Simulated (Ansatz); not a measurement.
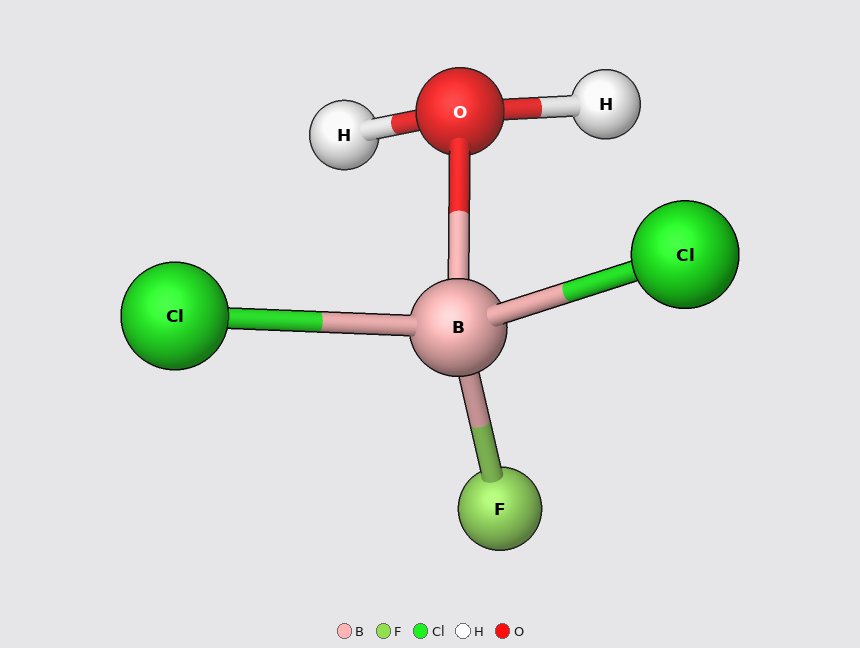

Rendered structure (ball-and-stick style). Every bond is drawn as one stick, whatever its order.

Computed geometry: PBE0-D4/def2-TZVP optimisation.

**What is the molecular formula?**

BCl2FH2O, 7 atoms: 1 boron, 2 chlorine, 1 fluorine, 2 hydrogen and 1 oxygen.

**Count the bonded pairs by element.**

2 B–Cl, 2 O–H, 1 B–F, 1 B–O. Sticks follow a distance rule.

**How many atoms are distinct by symmetry?**

5: 1 B, 1 F, 2 Cl, 2 H, 1 O.

**Which point group does it belong to?**

Cs.

The parts below concern this one geometry. Atoms keep their numbers from picture to picture.

**Electronic properties**

Method: RKS PBE0-D4/def2-TZVP (Ansatz 0.2.0).

**Estimate the dispersion correction.**

−13.5 kJ/mol.

**Give the dipole moment at this level.**

5.16 D.

**Give the harmonic zero-point energy at this level.**

92.1 kJ/mol.

**Vibrations**

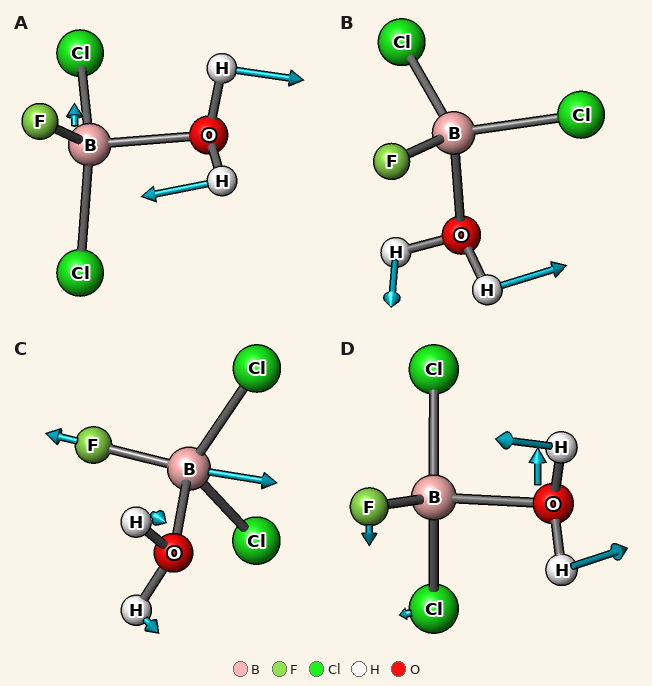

4 normal modes of one molecule or complex, as arrows. Harmonic vibrations computed with RKS PBE0-D4/def2-TZVP (Ansatz 0.2.0) at a stationary point of the same level.

**Match the panels to the wavenumbers 57 cm⁻¹, 262 cm⁻¹, 734 cm⁻¹, 1189 cm⁻¹.**

A: 734 cm⁻¹
B: 57 cm⁻¹, a torsion or out-of-plane motion in which bond lengths and bond angles hardly change
C: 1189 cm⁻¹
D: 262 cm⁻¹

**Charges**

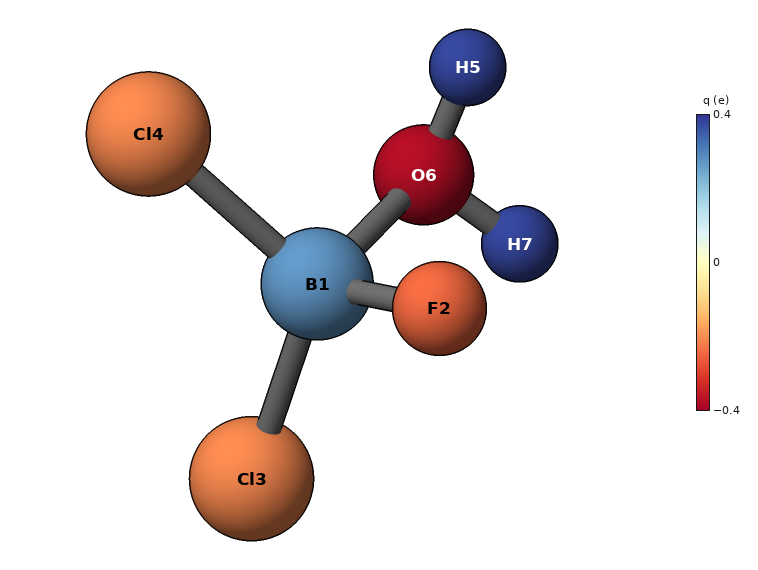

Atoms are coloured by their Mulliken charges. Method: RKS PBE0-D4/def2-TZVP (Ansatz 0.2.0).

List the Mulliken charges.

```json
{"atom": "B1", "value (e)": "0.27"}
{"atom": "F2", "value (e)": "−0.24"}
{"atom": "Cl3", "value (e)": "−0.20"}
{"atom": "Cl4", "value (e)": "−0.20"}
{"atom": "H5", "value (e)": "0.38"}
{"atom": "O6", "value (e)": "−0.37"}
{"atom": "H7", "value (e)": "0.38"}
```

Mulliken values depend strongly on the basis set and can even reverse the polarity of a bond.
